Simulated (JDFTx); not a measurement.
```json
{
 "surface": "Au(110)",
 "bulk": "Au, Fm-3m, lattice of mp-81 (not re-optimised)",
 "slab": "8 atoms in 8 planes, 1x1, 10.1 Å between the outermost planes",
 "in-plane cell": "2.950 × 4.171 Å, 12.30 Å²",
 "cell_height": "26.3 Å",
 "sampling": "8×6×1 k mesh, Fermi smearing 0.01 Ha, no spin polarisation"
}
```

Computed with a modified build of JDFTx: PBE, GBRV ultrasoft potentials, plane waves to 20/100 Ha. Liquid on both sides: CANDLE, water, 0.5 M NaCl; nuclei fixed. The electron chemical potential μ is absolute (zero in the bulk liquid) and is turned into a potential by U = −μ/e − 4.44 V vs SHE, a convention.

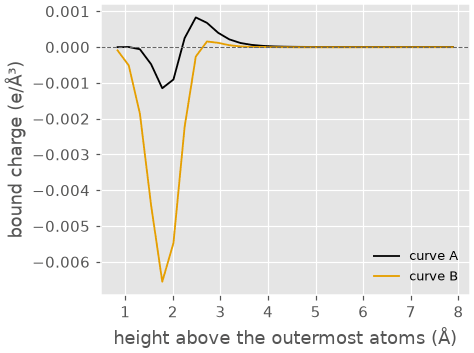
*Plane-averaged bound charge of the liquid for two states of the electrode*

### Question
One curve is the neutral slab. Which, and what is the sign of the other's charge?

### Answer
Curve A is neutral (potential of zero charge, 0.25 V). Curve B is positively charged, 8.0 μC/cm² at 0.92 V.
